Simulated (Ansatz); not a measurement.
**B3LYP/6-31G(d) (spherical functions) run of AlH3 (SMILES [AlH3])**

Aim: the energy change on altering one bond length of AlH3 at B3LYP/6-31G* (spherical functions), from 2 runs. 

Program for the calculation: Ansatz 0.2.0.

74 further runs of the same task are left out: 3 that didn't finish, 71 set aside as unsound or not needed.

### Step 1. The molecule

The species is AlH3 (4 atoms), meant as a singlet with charge 0. SMILES: `[AlH3]`. The shape is that of a PBE0-D4/def2-TZVP optimisation.

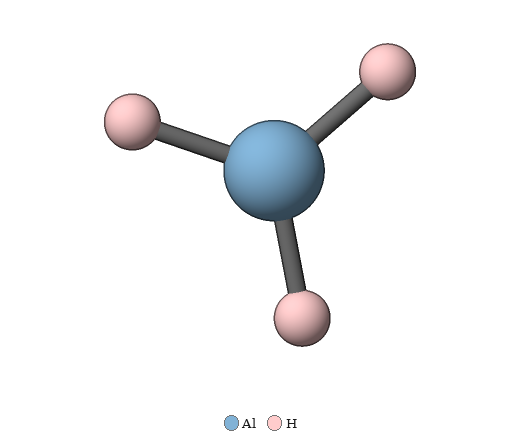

Viewed from a chosen angle; aluminium light blue, hydrogen pink.

### Step 2. A single-point energy at B3LYP/6-31G(d) (spherical functions)

The input, run.yaml:

```yaml
crystal:
  periodic: [false, false, false]
  atoms:
    - {symbol: Al, position_ang: [0.013700, -0.014800, -0.005100]}
    - {symbol: H, position_ang: [0.633200, 0.670900, 1.283600]}
    - {symbol: H, position_ang: [-1.340800, -0.832000, 0.105100]}
    - {symbol: H, position_ang: [0.749400, 0.115700, -1.403900]}
basis:
  gaussian: {orbitals: 6-31G_st_-spherical.json}
hamiltonian: {xc: {name: B3LYP}}
accuracy: high
```

The basis set 6-31G* is read from a file made from the Basis Set Exchange's data (not shown).

Run with:

```bash
$ ansatz run run.yaml --threads 1 --pin off --max-ram 2610MiB --events-out events.jsonl --progress --plain --runs-dir runs
```

Log:

```text
Warning: RAYON_NUM_THREADS=1 ignored (pool sized by the plan → 1); use --threads N
Functional definition: B3LYP
  name "B3LYP"
  parameter a0 = 0.2
  parameter ax = 0.72
  parameter ac = 0.81
  exchange = (1 - a0 - ax)*slater_x + ax*b88_x + a0*exact_x
  correlation = (1 - ac)*vwn_rpa_c + ac*lyp_c
453 factors; integrals over basis functions are off by at most 3.6e-9 eV
mean field evaluation 1: about -6644.6840 eV, gradient 1.0e1 eV
mean field evaluation 2: about -6645.0692 eV, gradient 3.1e0 eV
mean field evaluation 4: about -6645.1071 eV, gradient 3.1e-1 eV
mean field evaluation 8: about -6645.1074 eV, gradient 4.0e-4 eV
mean field -6645.10743447 eV, -244.2031940011 hartree, gradient 1.3e-8 eV, S^2 0.000000; 0 other end points of the search recorded, 0 dependent functions left out
reference -6645.10746979 eV, -244.2031952991 hartree; 8, 8 occupied and 16, 16 virtual orbitals, 453 factors
Total energy: -6645.10746979 eV, -244.2031952991 hartree
```

Wall time 0.77 s (1 thread of Arm Neoverse V2, shared host).

### Step 3. The distorted shape, same level

The input, in.yaml:

```yaml
crystal:
  periodic: [false, false, false]
  atoms:
    - {symbol: Al, position_ang: [0.352327, 0.189501, -0.032650]}
    - {symbol: H, position_ang: [0.971827, 0.875201, 1.256050]}
    - {symbol: H, position_ang: [-1.340800, -0.832000, 0.105100]}
    - {symbol: H, position_ang: [1.088027, 0.320001, -1.431450]}
basis:
  gaussian: {orbitals: 6-31G_st_-spherical.json}
hamiltonian: {xc: {name: B3LYP}}
accuracy: high
```

The basis set 6-31G* is read from a file made from the Basis Set Exchange's data (not shown).

Run with:

```bash
$ ansatz run in.yaml --threads 1 --pin off --max-ram 2610MiB --events-out events.jsonl --progress --plain --runs-dir runs
```

Log, cut to the lines that bear on the results:

```text
Warning: RAYON_NUM_THREADS=1 ignored (pool sized by the plan → 1); use --threads N
[... 7 set-up lines as earlier in the session ...]
453 factors; integrals over basis functions are off by at most 3.6e-9 eV
mean field evaluation 1: about -6644.0395 eV, gradient 1.0e1 eV
mean field evaluation 2: about -6644.3794 eV, gradient 4.2e0 eV
mean field evaluation 4: about -6644.4638 eV, gradient 9.0e-2 eV
mean field evaluation 8: about -6644.4630 eV, gradient 5.8e-4 eV
mean field -6644.46297347 eV, -244.1795104962 hartree, gradient 7.7e-8 eV, S^2 0.000000; 0 other end points of the search recorded, 0 dependent functions left out
reference -6644.46300912 eV, -244.1795118062 hartree; 8, 8 occupied and 16, 16 virtual orbitals, 453 factors
Total energy: -6644.46300912 eV, -244.1795118062 hartree
```

Wall time 0.76 s (1 thread of Arm Neoverse V2, shared host).

### Step 4. Outcome

At B3LYP/6-31G* (spherical functions):

| quantity | value |
| --- | --- |
| first shape: total energy | -244.20320 Eh |
| distorted shape: total energy | -244.17951 Eh |
| energy change with the Al1–H3 bond stretched from 1.586 to 1.982 Å | 0.644 eV |

With the Al1–H3 bond stretched from 1.586 to 1.982 Å the energy rises by 0.64 eV (14.9 kcal/mol). The first shape isn't relaxed at this level, so the change isn't measured from a minimum.
